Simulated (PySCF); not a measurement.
C4H12GeO2, SMILES C[CH2][Ge]([CH2]C)([OH])[OH] at its GFN2-xTB optimised geometry (Å):

```
19

C      2.2007     0.7925    -1.2065
C      1.6063     0.0822     0.0000
Ge    -0.4028     0.0822     0.0000
O     -1.0821    -0.5413    -1.5169
O     -0.8214     1.8072     0.0000
C     -1.3868    -0.9479     1.4167
C     -2.8896    -0.7155     1.3850
H      1.9335     0.2779    -2.1284
H      3.2870     0.8220    -1.1346
H      1.8298     1.8136    -1.2609
H      1.9295     0.5744     0.9148
H      1.9540    -0.9502     0.0411
H     -0.8071    -0.0820    -2.3076
H     -1.7501     2.0024    -0.1062
H     -1.1725    -2.0024     1.2566
H     -0.9818    -0.6736     2.3909
H     -3.2870    -0.9633     0.4033
H     -3.1242     0.3259     1.6005
H     -3.3875    -1.3381     2.1271
```

Computed with PBE0/def2-SVP in PySCF.

Map of the HOMO amplitude (bohr^(-3/2)) on the plane z = 0.8 Å; orbital energy -7.50 eV, overall sign arbitrary:

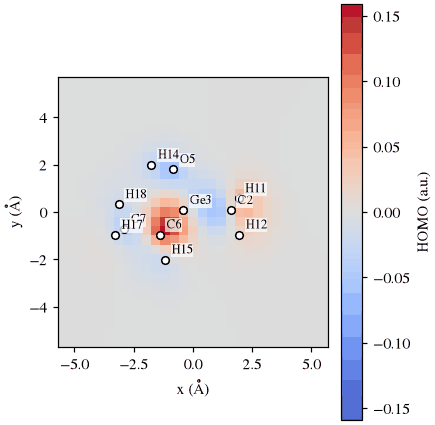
HOMO amplitude (bohr^(-3/2)) on the plane z = 0.8 Å.
